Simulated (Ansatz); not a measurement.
System: stishovite (SiO2). Method: BLYP (Ansatz, an electronic-structure program, plane waves, PAW).

Run with plane-wave cutoff 520 eV, 8×8×12 k mesh (along the axes of the cell as run), Fermi–Dirac smearing 0.01 eV, scalar-relativistic PAW data made under PBE.

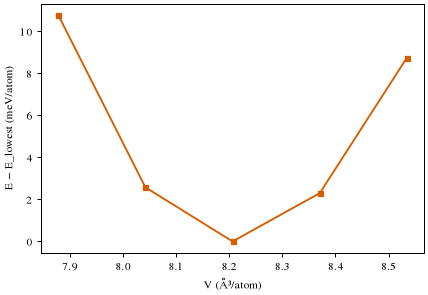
*Total energy against volume*

Problem. From the curve, estimate the equilibrium volume and the bulk modulus.

Solution. V0 ≈ 8.2 Å³/atom and B0 ≈ 240 GPa; the fit gives V0 = 8.207 Å³/atom, B0 = 237 GPa, B′ = 6.6.

Shape and atoms are relaxed at each volume.

Measured, for comparison: bulk modulus 310 ± 1 GPa (300 K, no zero-point or thermal correction; as tabulated in arXiv:1001.2066). Computed (rounded) less measured: bulk modulus -24 %.

Note: the bulk modulus comes from volumes at which shape and atoms were relaxed.

The computed numbers hold no vibrational or temperature effects.
